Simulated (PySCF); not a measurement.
## NMR shielding calculation of C7H7FO

- system: C7H7FO
- method: GIAO CAM-B3LYP/pcSseg-1 NMR shielding, non-relativistic, gas phase (PySCF 2.14.0)

The geometry comes from this level: PBE0-D3(BJ)/def2-SVP. Figures and captions count atoms from 1; the log counts them from 0 in places.

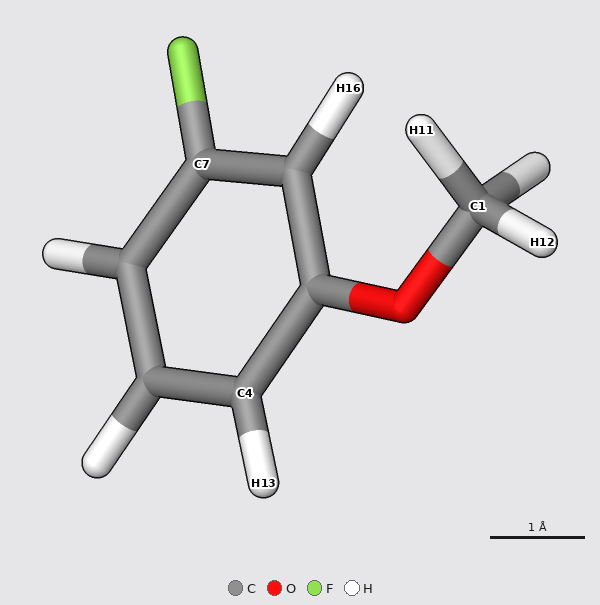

Figure 1. The input geometry (stick view, seen at a tilt; atoms are numbered from 1 in the order of the input). Bond lengths as drawn: C–C 1.39 to 1.40 Å, C–F 1.33 Å, C–H 1.09 to 1.10 Å and C–O 1.35 to 1.40 Å.

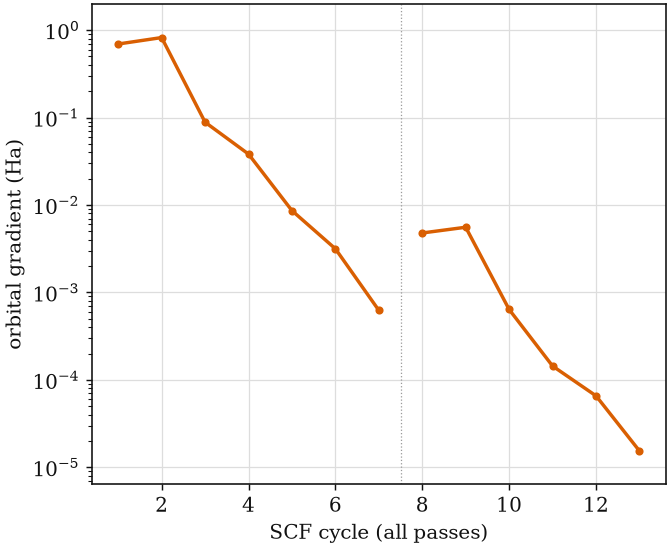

Figure 2. Convergence of the self-consistent field: orbital gradient against the SCF cycle. The dotted line marks the change from a coarse to the final integration grid. The first 7 cycles use a coarse grid, the final grid takes over at cycle 8, and the field converges after 13 cycles in all.

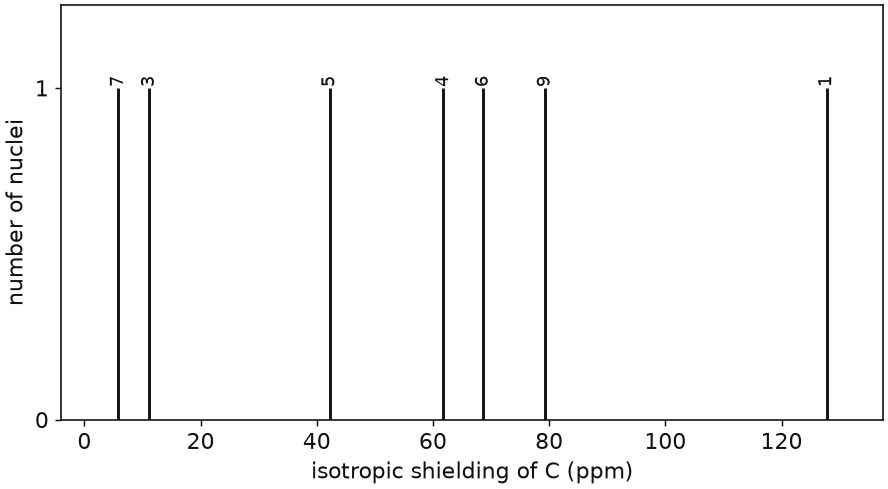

Figure 3. Isotropic shieldings of the carbon nuclei in this fixed geometry, labelled by atom number; shielding grows to the right, so chemical shift grows to the left. The least shielded is C7 (5.8 ppm), the most shielded C1 (127.7 ppm).

The input and output of the run follow.

Input:
```
{"job": {"kind": "nmr", "xc": "CAM-B3LYP", "basis": "pcSseg-1", "pop": false}, "charge": 0, "multiplicity": 1}
C      2.559252     0.546833     0.743684
O      1.669351    -0.524911     0.603252
C      0.357951    -0.263615     0.450553
C     -0.490158    -1.373427     0.315294
C     -1.855517    -1.184485     0.155119
C     -2.410599     0.097445     0.125038
C     -1.551576     1.176615     0.260005
F     -2.045964     2.414286     0.235732
C     -0.177198     1.028165     0.422235
H      2.553799     1.203917    -0.143891
H      2.331121     1.155135     1.636691
H      3.560326     0.112322     0.856916
H     -0.047267    -2.369934     0.340568
H     -2.508712    -2.053913     0.050808
H     -3.480467     0.267255     0.000094
H      0.433425     1.924454     0.521380
```

The first line tells a small driver script what to run in PySCF; the rest is the geometry in Å.

Log:
```
coarse grid: 14120 points
cycle   1  E = -445.5898412543  dE =  1.827e+00  |g| = 6.935e-01  |ddm| = 3.822e+00
cycle   2  E = -445.5704586090  dE =  1.938e-02  |g| = 8.217e-01  |ddm| = 1.176e+00
cycle   3  E = -445.6776933974  dE = -1.072e-01  |g| = 8.848e-02  |ddm| = 6.529e-01
cycle   4  E = -445.6790091393  dE = -1.316e-03  |g| = 3.822e-02  |ddm| = 8.700e-02
cycle   5  E = -445.6793316620  dE = -3.225e-04  |g| = 8.622e-03  |ddm| = 3.894e-02
cycle   6  E = -445.6793462842  dE = -1.462e-05  |g| = 3.157e-03  |ddm| = 1.062e-02
cycle   7  E = -445.6793485823  dE = -2.298e-06  |g| = 6.239e-04  |ddm| = 3.004e-03
final grid: 138872 points
cycle   8  E = -445.7663855626  dE = -3.359e-05  |g| = 4.786e-03  |ddm| = 2.977e-02
cycle   9  E = -445.7663848371  dE =  7.255e-07  |g| = 5.566e-03  |ddm| = 7.898e-03
cycle  10  E = -445.7663901859  dE = -5.349e-06  |g| = 6.384e-04  |ddm| = 4.176e-03
cycle  11  E = -445.7663902553  dE = -6.942e-08  |g| = 1.440e-04  |ddm| = 5.920e-04
cycle  12  E = -445.7663902597  dE = -4.378e-09  |g| = 6.569e-05  |ddm| = 2.168e-04
cycle  13  E = -445.7663902606  dE = -8.761e-10  |g| = 1.540e-05  |ddm| = 6.962e-05
converged SCF energy = -445.7663902606

GIAO shielding tensors (ppm)
atom      isotropic    diamagn.    paramagn.     s11        s22        s33       span
  0 C      127.745     243.739    -115.994    100.730    107.566    174.938     74.208
  1 O      234.785     398.103    -163.318    128.501    276.432    299.422    170.921
  2 C       11.160     255.996    -244.836    -74.957     -1.661    110.100    185.057
  3 C       61.806     253.224    -191.418    -28.232     53.045    160.604    188.836
  4 C       42.219     255.195    -212.975    -71.749     25.325    173.082    244.831
  5 C       68.630     257.607    -188.977    -16.629     58.565    163.955    180.583
  6 C        5.814     252.174    -246.360    -90.449     25.752     82.138    172.587
  7 F      294.448     477.813    -183.366    221.357    299.012    362.974    141.617
  8 C       79.290     260.815    -181.525      7.479     63.759    166.632    159.153
  9 H       27.847      29.744      -1.897     24.383     25.687     33.470      9.087
 10 H       27.847      28.639      -0.791     24.377     25.707     33.459      9.082
 11 H       27.267      27.313      -0.046     22.783     25.961     33.057     10.274
 12 H       24.517      31.547      -7.030     20.655     24.873     28.024      7.369
 13 H       24.032      29.542      -5.510     20.757     24.861     26.478      5.721
 14 H       24.646      28.853      -4.207     21.173     25.514     27.251      6.077
 15 H       25.013      32.825      -7.812     20.585     24.500     29.955      9.369
```

Summary:

```tsv
quantity	value
outcome	converged
total energy	−445.766390 hartree
HOMO	−7.81 eV
LUMO	0.84 eV
dipole moment	1.43 D
isotropic shielding, C	5.8 to 127.7 ppm
isotropic shielding, O	234.8 ppm
isotropic shielding, F	294.4 ppm
isotropic shielding, H	24.0 to 27.8 ppm
hardware	1 CPU thread, shared host
wall time	33 s
peak memory	1.4 GiB
```
